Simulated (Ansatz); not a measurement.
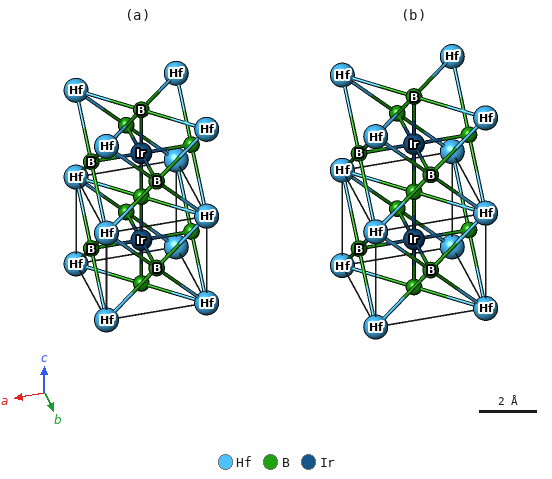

The structure of crystalline HfB₃Ir (a generated structure, set up in Pm-3m) (coarse preliminary run) before (left) and after (right) a relaxation, at one scale.

Style: ball-and-stick. Shown: the cell of the calculation, repeated 1 × 1 × 2 with one cell outlined, from a free direction.

Level of theory: Ansatz 0.2.0, DFT PBE, scalar-relativistic, plane waves, PAW.

Input
```yaml
crystal:
  lattice:
    - [3.68692033, 0.0, 0.0]
    - [0.0, 3.68692033, 0.0]
    - [0.0, 0.0, 3.68692033]
  atoms:
    - { symbol: Hf, position: [0.0, 0.0, 0.0] }
    - { symbol: B, position: [0.0, 0.5, 0.5] }
    - { symbol: B, position: [0.5, 0.5, 0.0] }
    - { symbol: B, position: [0.5, 0.0, 0.5] }
    - { symbol: Ir, position: [0.5, 0.5, 0.5] }
basis:
  ecutwfc: 420
kpoints:
  mp_grid: { grid: [6, 6, 6] }
hamiltonian:
  xc: pbe
scf:
  occupations: { method: gaussian, width: 0.1 }
  lower_state_search: "off"
output:
  forces: true
  stress: true
  eigenvalues: true
relax:
  adjacent_minimum: "off"
  f_tol: 0.04
  max_steps: 70
  cell: { stress_tol: 0.4 }
```

Run as
```bash
ansatz run input.yaml --threads 1 --pin off --max-ram 2048MiB --backend cpu --events-out ev --progress --plain --runs-dir out
```

Question: Describe what moved and what it gained.

Answer: Over 5 accepted moves (7 points after the start) the energy falls by 655 meV per atom. All forces vanish by symmetry, so only the cell relaxes. Pressure: 82.27 GPa at the start and 0.06 GPa at the end. The SCF was repeated twice at an unchanged geometry on a basis and grid sized afresh for the cell, which shifted the energy by 9.2 meV per atom at most. The atoms keep their places relative to the cell (all moves are under 0.005 Å). The volume changes by +32.0 %, with a = b = c 3.687 → 4.045 Å (+9.7 %). Among the contacts that change: Hf1–B2 2.607 → 2.860 Å, B2–Ir5 1.843 → 2.022 Å. The space group stays Pm-3m (No. 221).
